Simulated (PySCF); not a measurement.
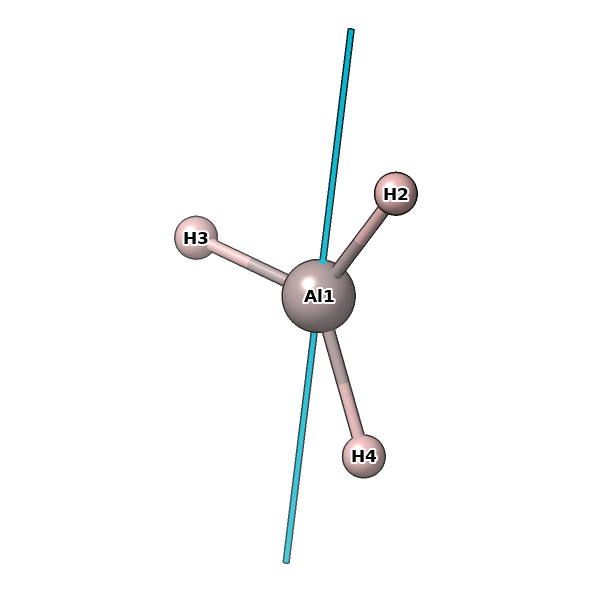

A line through the centre of mass is drawn in. Atoms fade into the background with distance from the viewer. The geometry was computed by an optimisation with PBE0-D4/def2-TZVP. No frequency run is at hand to confirm it as a minimum.

Is the line a proper rotation axis of the structure, and of what order?

Answer. No. The point group is D3h, with 1 C3 axis, 3 C2 axes, 1 S3 axis and 4 mirror planes, and this line isn't one of its proper axes.
